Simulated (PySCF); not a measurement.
# One shape, several levels: doublet SiSe+

We compute a comparison of 6 runs (UHF/STO-3G, UHF/3-21G, U-wB97M-V/aug-cc-pVTZ, U-wB97X/aug-cc-pVTZ, UB2PLYP/aug-cc-pVTZ, USCS-MP2/aug-cc-pVTZ) of doublet SiSe+. The job is set up through a Python script.

The calculation is run with PySCF 2.14.0.

2 further runs of the same task are left out: 2 set aside as unsound or not needed.

## (1) The structure to begin with

SiSe+: 2 atoms, total charge +1, spin state doublet. SMILES of the parent species: `[Si][Se]`. Geometry: a GFN2-xTB relaxation, a rough one for these elements and not checked as a minimum. That shape belongs to the parent species and isn't relaxed for this state.

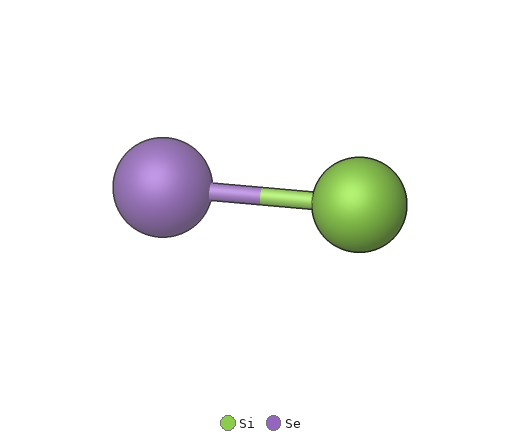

Viewed from a chosen angle; silicon green, selenium purple.

## (2) A single-point energy at UHF/STO-3G (run 1)

calc.py

```python
from pyscf import gto

mol = gto.M(
    atom=[
    ('Si', (0.000000, 0.000000, 0.000000)),
    ('Se', (0.000000, 0.000000, 2.124530)),
],
    verbose=3,
    basis='sto-3g',
    max_memory=1860,
    spin=1,
    charge=1,
)

mf = mol.UHF()
mf.conv_tol = 1e-10
mf.kernel()
if not mf.converged:
    mf = mf.newton().run(mf.mo_coeff, mf.mo_occ)

etot = mf.e_tot
print('Final energy', etot)
```

Command:

```
OMP_NUM_THREADS=1 python calc.py
```

The program printed:

```text
converged SCF energy = -2658.90203849151  <S^2> = 0.78865948  2S+1 = 2.0382929
Final energy -2658.9020384915098
```

It took 0.64 s on 1 thread of Arm Neoverse V2, shared host; peak memory 0.12 GiB.

## (3) The energy at UHF/3-21G (run 2)

run.py

```python
from pyscf import gto, scf

molecule = gto.M(
    atom=[
    ('Si', (0.000000, 0.000000, 0.000000)),
    ('Se', (0.000000, 0.000000, 2.124530)),
],
    verbose=3,
    max_memory=1860,
    spin=1,
    charge=1,
    basis='3-21g',
)

mf = scf.UHF(molecule)
mf.conv_tol = 1e-10
mf.kernel()
if not mf.converged:
    mf = mf.newton().run(mf.mo_coeff, mf.mo_occ)

energy = mf.e_tot
print('E(%s) = %.9f' % ('HF', energy))
```

Command:

```
OMP_NUM_THREADS=1 python run.py
```

The program printed:

```text
SCF not converged.
SCF energy = -2675.54534944616 after 50 cycles  <S^2> = 0.79070125  2S+1 = 2.0402953
converged SCF energy = -2675.547131226  <S^2> = 1.2905946  2S+1 = 2.4824138
E(HF) = -2675.547131226
```

Run time: 0.88 s. Hardware: 1 thread of Arm Neoverse V2, shared host; peak memory 0.12 GiB.

## (4) The energy at U-wB97M-V/aug-cc-pVTZ (run 3)

mol.xyz

```xyz
2

Si     0.000000     0.000000     0.000000
Se     0.000000     0.000000     2.124530
```

calc.py

```python
from pyscf import gto, dft

mol = gto.Mole()
mol.atom = 'mol.xyz'
mol.verbose = 4
mol.charge = 1
mol.basis = 'aug-cc-pvtz'
mol.spin = 1
mol.max_memory = 1860
mol.build()

ks = dft.UKS(mol, xc='wb97m-v')
ks.nlcgrids.level = 1
ks.conv_tol = 1e-10
ks.grids.level = 5
ks.kernel()
if not ks.converged:
    ks = ks.newton().run(ks.mo_coeff, ks.mo_occ)

etot = ks.e_tot
print('Final energy', etot)
```

Command:

```
OMP_NUM_THREADS=1 python calc.py
```

The program printed:

```text
PySCF version 2.14.0

[INPUT] num. atoms = 2
[INPUT] num. electrons = 47
[INPUT] charge = 1
[INPUT] spin (= nelec alpha-beta = 2S) = 1
[INPUT] symmetry False subgroup None
[INPUT] Mole.unit = angstrom
[INPUT] Symbol           X                Y                Z      unit          X                Y                Z       unit  Magmom
[INPUT]  1 Si     0.000000000000   0.000000000000   0.000000000000 AA    0.000000000000   0.000000000000   0.000000000000 Bohr   0.0
[INPUT]  2 Se     0.000000000000   0.000000000000   2.124530000000 AA    0.000000000000   0.000000000000   4.014779843422 Bohr   0.0

nuclear repulsion = 118.561918352727
number of shells = 27
number of NR pGTOs = 202
number of NR cGTOs = 109
basis = aug-cc-pvtz
ecp = {}

[... 44 lines left out ...]
WARN: HOMO -0.273968449350712 >= LUMO -0.273968449350706
[... 58 lines left out ...]
converged SCF energy = -2690.59119667749  <S^2> = 0.75752781  2S+1 = 2.0075137
Final energy -2690.591196677489
```

Run time: 77 s. Hardware: 1 thread of Arm Neoverse V2, shared host; peak memory 0.6 GiB.

Runs 4 to 5 aren't shown in full; the table further down has their settings and results.

## (5) A single-point energy at USCS-MP2/aug-cc-pVTZ (run 6)

run.py

```python
from pyscf import gto, mp

mol = gto.M(
    atom='Si 0.000000 0.000000 0.000000; Se 0.000000 0.000000 2.124530',
    basis='aug-cc-pvtz',
    verbose=3,
    spin=1,
    max_memory=1860,
    charge=1,
)

mf = mol.UHF()
mf.conv_tol = 1e-10
mf.kernel()
if not mf.converged:
    mf = mf.newton().run(mf.mo_coeff, mf.mo_occ)

pt = mp.MP2(mf, frozen=14).run()
e_tot = mf.e_tot + 1.2 * pt.e_corr_os + pt.e_corr_ss / 3
print(f'total energy: {e_tot:.8f} hartree')
```

Command:

```
OMP_NUM_THREADS=1 python run.py
```

The program printed:

```text
converged SCF energy = -2688.50186299801  <S^2> = 0.85440835  2S+1 = 2.1018167
E(UMP2) = -2688.78284647203  E_corr = -0.280983474026617
E(SCS-UMP2) = -2688.77073343301  E_corr = -0.268870435004557
total energy: -2688.77073343 hartree
```

Run time: 6.6 s. Hardware: 1 thread of Arm Neoverse V2, shared host; peak memory 0.3 GiB.

## (6) All runs side by side

```csv
run,level,integration grid,nlc grid,energy (Eh),HOMO energy (eV),LUMO energy (eV),⟨S²⟩,wall time
1,UHF/STO-3G,–,–,-2658.902038,-14.02,-6.24,0.789,0.64 s
2,UHF/3-21G,–,–,-2675.547131,-16.15,-8.35,1.291,0.88 s
3,U-wB97M-V/aug-cc-pVTZ,5,1,-2690.591197,-16.23,-10.41,0.758,77 s
4,U-wB97X/aug-cc-pVTZ,5,–,-2690.755463,-16.38,-10.35,0.762,47 s
5,UB2PLYP/aug-cc-pVTZ,5,–,-2690.237020,-14.95,-10.98,0.767,23 s
6,USCS-MP2/aug-cc-pVTZ,–,–,-2688.770733,-16.17,-8.48,0.854,6.6 s
```

## (7) Outcome

```
                                                         quantity           value
                                              run 6: total energy  -2688.77073 Eh
run 6: HOMO energy (Hartree–Fock orbitals) (highest over α and β)       -16.17 eV
 run 6: LUMO energy (Hartree–Fock orbitals) (lowest over α and β)        -8.48 eV
              run 6: correlation energy (14 core orbitals frozen)      -268.9 mEh
                         run 6: ⟨S²⟩ of the reference determinant           0.854
```

Totals of different functionals can't be ranked against each other. In run 1 the basis is minimal, so the values are rough. Spin contamination of the reference: run 2 ⟨S²⟩ = 1.29, run 6 ⟨S²⟩ = 0.85. All runs together took 2.6 min, the longest 77 s.
